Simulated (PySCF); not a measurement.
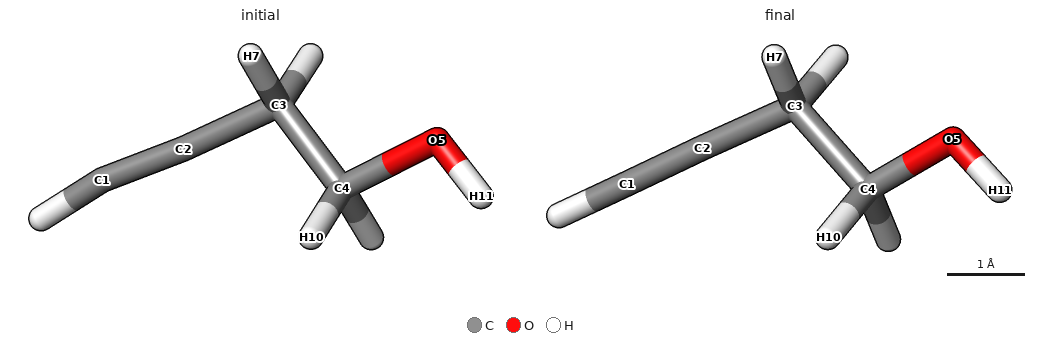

The structure of C4H6O before (left) and after (right) a relaxation, at one scale.

The picture is a stick view, seen at a tilt.

The start comes from MMFF94s. Its atoms were then displaced at random by about 0.03 Å.

Computed with PBE0-D3(BJ)/def2-SVP geometry optimisation, gas phase (PySCF 2.14.0, density-fitted response routines). 

Describe what moved and what it gained.

Answer. The energy falls by 19.2 kcal/mol in 6 geometry steps. A C atom moves most after the best rigid fit: 0.11 Å. Largest moves by element: C 0.11 Å, H 0.09 Å, O 0.06 Å. Near-neighbour distances that change, for instance: C–O 1.534 → 1.400 Å, C–C 1.422 → 1.523 Å, C–H 1.046 → 1.108 Å, C–C 1.508 → 1.455 Å. Among the angles between lasting bonds that change: C–C–H 119.1° → 109.0°, C–C–H 169.7° → 179.6°, O–C–H 102.6° → 112.3°.
